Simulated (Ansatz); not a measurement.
# BSiH (singlet): correlated methods under varied settings at distance Si1–H3 = 1.701 Å

What do other methods and options give for BSiH (singlet) at this geometry, and how long do they take?

Method: the settings change from run to run; program: Ansatz 0.2.0, Gaussian basis.

29 further runs of the same task are left out: 12 for a known fault of the program, 13 that didn't finish, 4 set aside as unsound or not needed.

### 1 The geometry

The geometry derives from a PBE0/def2-TZVP stationary point (not a proven minimum). One bond is set to the value named and the two fragments are kept rigid.

3 atoms, charge 0, spin multiplicity 1.

Atoms are counted from 1 here; the program's logs count them from 0.

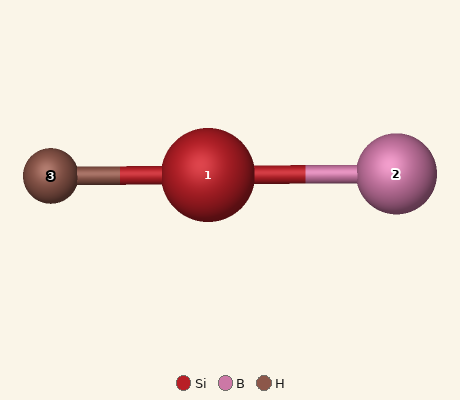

The structure; silicon red, boron pink, hydrogen brown; atoms are numbered from 1 in the order of the file.

As a file:

```
Si    0.0000    0.0000    0.1125
B     0.0000    0.0000   -1.9260
H     0.0000    0.0000    1.8135
```

### 2 CCSD/def2-SVP

The input, in.yaml:

```yaml
crystal:
  periodic: [false, false, false]
  atoms:
    - {symbol: Si, position_ang: [0.000000, 0.000000, 0.112519]}
    - {symbol: B, position_ang: [0.000000, 0.000000, -1.926037]}
    - {symbol: H, position_ang: [0.000000, 0.000000, 1.813519]}
basis:
  gaussian: {orbitals: def2-SVP, fitting: {mean_field: def2-universal-jkfit}}
magnetization: {spin_polarized: false}
hamiltonian: {xc: {name: PBE0}}
correlation: {method: ccsd, electrons: outside_noble_gas}
accuracy: high
```

Launch:

```sh
$ ansatz run in.yaml --threads 1 --pin off --events-out ev --progress --plain --max-ram 2393MiB
```

What it wrote, shortened:

```text
Functional definition: PBE0
  name "PBE0"
  cite "Adamo & Barone, J. Chem. Phys. 110, 6158 (1999) doi:10.1063/1.478522"
  cite "Perdew, Burke & Ernzerhof, Phys. Rev. Lett. 77, 3865 (1996) doi:10.1103/PhysRevLett.77.3865"
  parent pbe
[...]
221 factors; integrals over basis functions are off by at most 4.0e-1 eV
[...]
mean field -8555.14620444 eV, -314.3958241269 hartree, gradient 5.3e-8 eV, S^2 0.000000; 1 other end points of the search recorded, 0 dependent functions left out; unrestricted orbitals would lower it
[...]
unrestricted determinant -8540.16823542 eV, -313.8453939176 hartree, S^2 1.2537
6 core orbitals not correlated: weight in the atoms' cores, before any rotation towards them, 1.000 or more for the frozen orbitals, at most 0.000 for the correlated occupied ones
reference -8538.87432001 eV, -313.7978434035 hartree; 4, 4 occupied and 27, 27 virtual orbitals, 221 factors
second order -4.53648012 eV of doubles, -0.17695973 eV of singles
cycle   1  -5.01486684 eV  change   -3.1e-1 eV  update   1.1e-1
[...]
cycle  30  -5.46096045 eV  change  -4.3e-10 eV  update  4.6e-10
WARN: the results are in doubt because among natural orbitals full CI differs from the method by -0.113 eV
Total energy: -8544.33528046 eV, -313.9985299985 hartree
In doubt: among natural orbitals full CI differs from the method by -0.113 eV
```

Wall time 1.7 s (1 thread of Arm Neoverse V2, shared host).

From the report: correlation -5.4610 eV; T1 0.009; largest double amplitude 0.15. The orbitals are Kohn-Sham ones, so correlation energy and T1 don't compare with those on Hartree-Fock orbitals. The program marks this result as in doubt; its last lines say why.

### 3 CCSD on UHF/6-31G

The input, in.yaml:

```yaml
crystal:
  periodic: [false, false, false]
  atoms:
    - {symbol: Si, position_ang: [0.000000, 0.000000, 0.112519]}
    - {symbol: B, position_ang: [0.000000, 0.000000, -1.926037]}
    - {symbol: H, position_ang: [0.000000, 0.000000, 1.813519]}
basis:
  gaussian: {orbitals: 6-31G}
magnetization: {spin_polarized: true, initial_magnetization: 0}
hamiltonian: {pseudopotentials: {relativity: scalar}}
correlation: {method: ccsd, electrons: valence}
accuracy: high
scf: {omitted_lower_state_checks: [cluster_reference]}
output: {forces: true}
```

Launched as before.

What it wrote, shortened:

```text
Functional definition: HF
  name "HF"
  cite "Fock, Z. Phys. 61, 126 (1930) doi:10.1007/BF01340294"
  parent pbe
[...]
508 factors; integrals over basis functions are off by at most 4.0e-9 eV
[...]
mean field -8557.17660303 eV, -314.4704398989 hartree, gradient 4.7e-8 eV, S^2 1.848443; 20 other end points of the search recorded, 0 dependent functions left out
6 core orbitals not correlated: weight in the atoms' cores, before any rotation towards them, 1.000 or more for the frozen orbitals, at most 0.000 for the correlated occupied ones
reference -8557.17660303 eV, -314.4704398989 hartree; 4, 4 occupied and 14, 14 virtual orbitals, 508 factors
second order -1.50077979 eV of doubles, -0.00000000 eV of singles
cycle   1  -1.88646085 eV  change   -3.9e-1 eV  update   8.7e-2
[...]
cycle  43  -2.59913395 eV  change  -7.6e-10 eV  update  4.7e-10
WARN: the results are in doubt because among natural orbitals full CI differs from the method by +0.171 eV
[...]
Total energy: -8559.77573698 eV, -314.5659563097 hartree
Relativity: scalar
Atom 0 at     0.000000     0.000000     0.112519 Å, force     0.000000    -0.000000    -1.015053 eV/Å
Atom 1 at     0.000000     0.000000    -1.926037 Å, force    -0.000000     0.000000     2.998143 eV/Å
Atom 2 at     0.000000     0.000000     1.813519 Å, force    -0.000000     0.000000    -1.983090 eV/Å
Dipole moment:    -0.000000     0.000000     0.141417 e Å
In doubt: among natural orbitals full CI differs from the method by +0.171 eV
Checks for a lower state left out: cluster_reference
```

Run time: 2 s. Hardware: 1 thread of Arm Neoverse V2, shared host.

From the report: ⟨S²⟩ of the determinant 1.848 (pure singlet: 0.00); correlation -2.5991 eV; T1 0.090; largest double amplitude 0.20. The determinant is far from a pure spin state, so its energy mixes those of several spin states (harmless only where they are near-degenerate, as at dissociation). The program marks this result as in doubt; its last lines say why.

### 4 NEVPT2(12,7)/cc-pVDZ

The input, in.yaml:

```yaml
crystal:
  periodic: [false, false, false]
  atoms:
    - {symbol: Si, position_ang: [0.000000, 0.000000, 0.112519]}
    - {symbol: B, position_ang: [0.000000, 0.000000, -1.926037]}
    - {symbol: H, position_ang: [0.000000, 0.000000, 1.813519]}
basis:
  gaussian: {orbitals: cc-pVDZ}
correlation: {method: sc_nevpt2, electrons: all, active_space: {window: {electrons: 12, orbitals: 7}}}
accuracy: high
scf: {lower_state_search: light}
```

Launched as before.

What it wrote, shortened:

```text
Functional definition: HF
  name "HF"
  cite "Fock, Z. Phys. 61, 126 (1930) doi:10.1007/BF01340294"
  parent pbe
[...]
725 factors; integrals over basis functions are off by at most 3.6e-9 eV
[...]
mean field -8542.52876466 eV, -313.9321417673 hartree, gradient 2.0e-8 eV, S^2 0.000000; 5 other end points of the search recorded, 0 dependent functions left out; unrestricted orbitals would lower it
reference -8542.52876466 eV, -313.9321417673 hartree; 10, 10 occupied and 27, 27 virtual orbitals, 725 factors
state -8543.20396206 eV, -313.9569548140 hartree
state -8543.20396206 eV, -313.9569548140 hartree; corrected -8545.99808578 eV, -314.0596369668 hartree
state -8542.92572554 eV, -313.9467298105 hartree
state -8542.92572554 eV, -313.9467298105 hartree; corrected -8546.16662011 eV, -314.0658304894 hartree
state -8542.92572554 eV, -313.9467298105 hartree; corrected -8546.16662011 eV, -314.0658304894 hartree
the orbitals are reached from a further start. From the first start the search ends at -8543.20396206 eV, -313.9569548140 hartree
WARN: 5 active orbitals are nearly empty or full. The corrections depend on them more than the energy does, and are more stable in an active space without them
WARN: the results are in doubt because another end's mean lies 0.278 eV lower, and its corrected mean 0.169 eV higher
Total energy: -8546.16662011 eV, -314.0658304894 hartree
In doubt: another end's mean lies 0.278 eV lower, and its corrected mean 0.169 eV higher
```

It took 2.8 s on 1 thread of Arm Neoverse V2, shared host.

From the report: 8 determinants; active occupations 2.00, 2.00, 2.00, 2.00, 2.00, 1.00, 1.00. The program marks this result as in doubt; its last lines say why.

### 5 BCCD(T) on RHF/def2-TZVP

The input, in.yaml:

```yaml
crystal:
  periodic: [false, false, false]
  atoms:
    - {symbol: Si, position_ang: [0.000000, 0.000000, 0.112519]}
    - {symbol: B, position_ang: [0.000000, 0.000000, -1.926037]}
    - {symbol: H, position_ang: [0.000000, 0.000000, 1.813519]}
basis:
  gaussian: {orbitals: def2-TZVP}
magnetization: {spin_polarized: false}
correlation: {method: bccd_t, electrons: valence, diis_vectors: 4}
output: {forces: true}
```

Launched as before.

What it wrote, shortened:

```text
Functional definition: HF
  name "HF"
  cite "Fock, Z. Phys. 61, 126 (1930) doi:10.1007/BF01340294"
  parent pbe
[...]
464 factors; integrals over basis functions are off by at most 1.3e-3 eV
[...]
mean field -8542.72458505 eV, -313.9393380339 hartree, gradient 5.7e-6 eV, S^2 0.000000; 6 other end points of the search recorded, 0 dependent functions left out; unrestricted orbitals would lower it
[...]
determinant -8542.72458505 eV, -313.9393380339 hartree, with singles and doubles -8548.81064609 eV, -314.1629966518 hartree
determinant -8538.84082821 eV, -313.7966126024 hartree, with singles and doubles -8546.44218431 eV, -314.0759572868 hartree
unrestricted determinant -8543.75359799 eV, -313.9771535619 hartree, S^2 1.2258
6 core orbitals not correlated: weight in the atoms' cores, before any rotation towards them, 1.000 or more for the frozen orbitals, at most 0.000 for the correlated occupied ones
reference -8542.72458505 eV, -313.9393380339 hartree; 4, 4 occupied and 64, 64 virtual orbitals, 464 factors
second order -4.89068940 eV of doubles, -0.00000000 eV of singles
cycle   1  -5.92416393 eV  change   -1.9e-1 eV  update   3.2e-2
[...]
cycle  16  -5.94269033 eV  change   -1.5e-6 eV  update   2.0e-6
perturbative correction -0.44595607 eV, -0.0163885833 hartree
[...]
Total energy: -8549.11323146 eV, -314.1741164589 hartree
Atom 0 at     0.000000     0.000000     0.112519 Å, force     0.000000     0.000000     1.871890 eV/Å
Atom 1 at     0.000000     0.000000    -1.926037 Å, force    -0.000000    -0.000000    -0.115000 eV/Å
Atom 2 at     0.000000     0.000000     1.813519 Å, force     0.000000     0.000000    -1.756890 eV/Å
Dipole moment:     0.000000    -0.000000     0.378326 e Å
```

Wall time 5.5 s (1 thread of Arm Neoverse V2, shared host); peak memory 0.26 GiB.

From the report: correlation -6.3886 eV; largest double amplitude 0.12.

### 6 MP2 on UHF/6-31++G**

The input, in.yaml:

```yaml
crystal:
  periodic: [false, false, false]
  atoms:
    - {symbol: Si, position_ang: [0.000000, 0.000000, 0.112519]}
    - {symbol: B, position_ang: [0.000000, 0.000000, -1.926037]}
    - {symbol: H, position_ang: [0.000000, 0.000000, 1.813519]}
basis:
  gaussian: {orbitals: "6-31++G**"}
magnetization: {spin_polarized: true, initial_magnetization: 0}
correlation: {method: mp2, electrons: valence}
output: {forces: true}
```

Same command.

What it wrote, shortened:

```text
Functional definition: HF
  name "HF"
  cite "Fock, Z. Phys. 61, 126 (1930) doi:10.1007/BF01340294"
  parent pbe
[...]
413 factors; integrals over basis functions are off by at most 1.0e-3 eV
[...]
mean field -8542.86195954 eV, -313.9443864532 hartree, gradient 2.0e-6 eV, S^2 1.203146; 23 other end points of the search recorded, 0 dependent functions left out
6 core orbitals not correlated: weight in the atoms' cores, before any rotation towards them, 1.000 or more for the frozen orbitals, at most 0.000 for the correlated occupied ones
reference -8542.86195954 eV, -313.9443864532 hartree; 4, 4 occupied and 38, 38 virtual orbitals, 413 factors
second order -3.41992678 eV of doubles, -0.00000000 eV of singles
[...]
WARN: the results are in doubt because the forces break the atoms' symmetry
Total energy: -8546.28188632 eV, -314.0700664444 hartree
Atom 0 at     0.000000     0.000000     0.112519 Å, force     0.553672     0.000000     2.269875 eV/Å
Atom 1 at     0.000000     0.000000    -1.926037 Å, force    -0.251847     0.000000     0.005256 eV/Å
Atom 2 at     0.000000     0.000000     1.813519 Å, force    -0.301825    -0.000000    -2.275131 eV/Å
Dipole moment:    -0.075928    -0.000000     0.517428 e Å
In doubt: the forces break the atoms' symmetry
```

It took 2.8 s on 1 thread of Arm Neoverse V2, shared host.

From the report: ⟨S²⟩ of the determinant 1.203 (pure singlet: 0.00). The determinant is far from a pure spin state, so its energy mixes those of several spin states (harmless only where they are near-degenerate, as at dissociation). The program marks this result as in doubt; its last lines say why.

### 7 CCSD on UHF/cc-pVDZ

in.yaml, as its differences from that of step 6:

```diff
@@ -7,5 +7,7 @@
 basis:
-  gaussian: {orbitals: "6-31++G**"}
+  gaussian: {orbitals: cc-pVDZ}
 magnetization: {spin_polarized: true, initial_magnetization: 0}
-correlation: {method: mp2, electrons: valence}
+hamiltonian: {pseudopotentials: {relativity: scalar}}
+correlation: {method: ccsd, electrons: outside_noble_gas}
+accuracy: high
 output: {forces: true}
```

Launched as before.

What it wrote, shortened:

```text
Functional definition: HF
  name "HF"
  cite "Fock, Z. Phys. 61, 126 (1930) doi:10.1007/BF01340294"
  parent pbe
[...]
724 factors; integrals over basis functions are off by at most 3.6e-9 eV
[...]
mean field -8558.45762256 eV, -314.5175164983 hartree, gradient 1.7e-8 eV, S^2 1.187535; 35 other end points of the search recorded, 0 dependent functions left out
determinant -8558.45762256 eV, -314.5175164983 hartree, with singles and doubles -8563.31090870 eV, -314.6958714743 hartree
determinant -8558.15663007 eV, -314.5064552282 hartree, with singles and doubles -8562.26028868 eV, -314.6572619005 hartree
determinant -8558.04951067 eV, -314.5025186627 hartree, with singles and doubles -8562.56801310 eV, -314.6685705643 hartree
determinant -8557.79224028 eV, -314.4930641504 hartree, with singles and doubles -8562.69832851 eV, -314.6733595675 hartree
[...]
6 core orbitals not correlated: weight in the atoms' cores, before any rotation towards them, 1.000 or more for the frozen orbitals, at most 0.000 for the correlated occupied ones
reference -8558.43729492 eV, -314.5167694710 hartree; 4, 4 occupied and 27, 27 virtual orbitals, 724 factors
second order -3.76025257 eV of doubles, -0.00000000 eV of singles
cycle   1  -4.91053478 eV  change    1.7e-7 eV  update   2.5e-6
[...]
cycle  18  -4.91053389 eV  change  -1.3e-10 eV  update  8.0e-10
WARN: the results are in doubt because among natural orbitals full CI differs from the method by +0.519 eV
[...]
Total energy: -8563.34782881 eV, -314.6972282632 hartree
Relativity: scalar
Atom 0 at     0.000000     0.000000     0.112519 Å, force     0.000000    -0.000000     1.997374 eV/Å
Atom 1 at     0.000000     0.000000    -1.926037 Å, force    -0.000000     0.000000    -0.128447 eV/Å
Atom 2 at     0.000000     0.000000     1.813519 Å, force     0.000000    -0.000000    -1.868926 eV/Å
Dipole moment:     0.000000    -0.000000     0.306026 e Å
In doubt: among natural orbitals full CI differs from the method by +0.519 eV
```

Wall time 14 s (1 thread of Arm Neoverse V2, shared host).

From the report: ⟨S²⟩ of the determinant 1.016 (pure singlet: 0.00); correlation -4.9105 eV; T1 0.034; largest double amplitude 0.15. The determinant is far from a pure spin state, so its energy mixes those of several spin states (harmless only where they are near-degenerate, as at dissociation). Mind the lines of doubt at the end of the log.

### 8 The runs in one table

 † marks a result that the program doubts.

```tsv
level	correlated	functions	energy (eV)	time
CCSD/def2-SVP (on PBE0 orbitals) †	outside noble gas	37	-8544.3353	1.7 s
CCSD on UHF/6-31G (relativity set) †	valence	24	-8559.7757	2 s
NEVPT2(12,7)/cc-pVDZ †	all	37	-8546.1666	2.8 s
BCCD(T) on RHF/def2-TZVP	valence	74	-8549.1132	5.5 s
MP2 on UHF/6-31++G** †	valence	48	-8546.2819	2.8 s
CCSD on UHF/cc-pVDZ (relativity set) †	outside noble gas	37	-8563.3478	14 s
```

### 9 Outcome

| quantity | value |
| --- | --- |
| runs | 6 |
| quickest | CCSD/def2-SVP (on PBE0 orbitals) †, 1.7 s |
| slowest | CCSD on UHF/cc-pVDZ (relativity set) †, 14 s |

**Reading.** Total energies in different bases, with other cores or another treatment of relativity can't be set against each other. CCSD on UHF/cc-pVDZ (relativity set) † took 8 times as long as CCSD/def2-SVP (on PBE0 orbitals) †; the jobs differ in more than the method.
